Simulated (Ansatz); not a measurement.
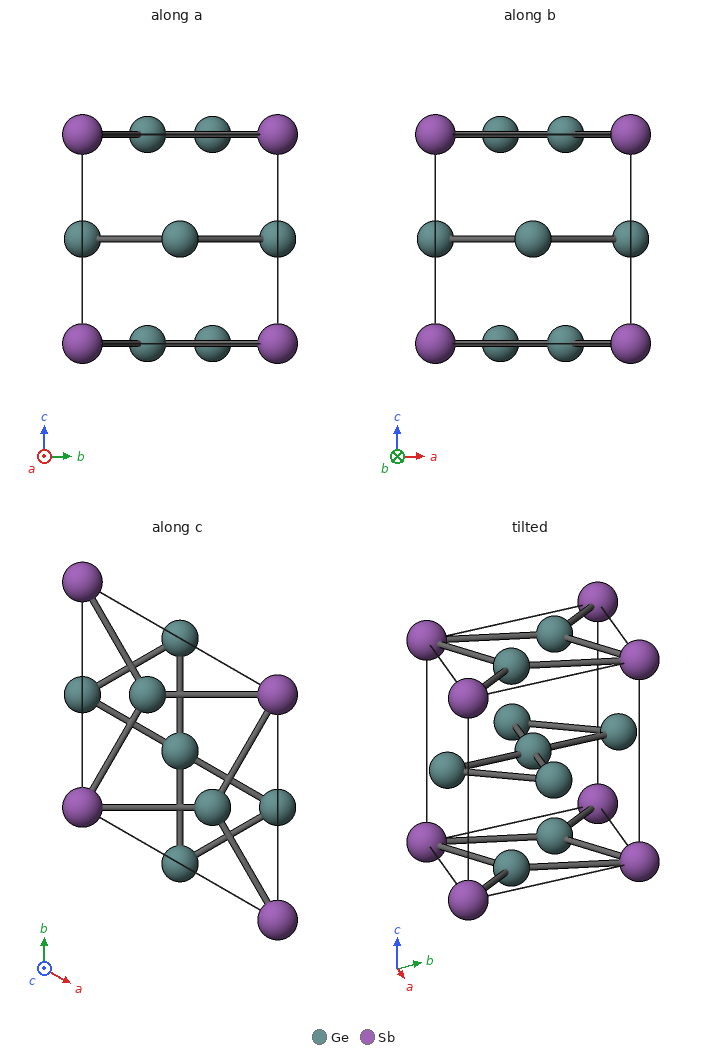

A ball-and-stick rendering, viewed along the a axis, along the b axis, along the c axis and slightly off an axis. Lines trace the edges of the conventional unit cell.

Lattice parameters: a = 5.476 Å, b = 5.476 Å, c = 5.081 Å, α = 90.00°, β = 90.00°, γ = 120.00°. Put a along x and b in the xy plane.

### Write down what is shown as a POSCAR file.

```
Ge Sb
1.0
     5.476    0.000    0.000
    -2.738    4.742    0.000
     0.000    0.000    5.081
Ge Sb
5 1
Direct
  0.3333 0.6667 0.0000
  0.6667 0.3333 0.0000
  0.5000 0.0000 0.5000
  0.5000 0.5000 0.5000
  0.0000 0.5000 0.5000
  0.0000 0.0000 0.0000
```

Its origin is a structure type filled with these elements by a generator (whether the compound takes this form wasn't checked). Earlier steps of the study may have refined or changed the cell and positions. It went into a calculation with Ansatz.
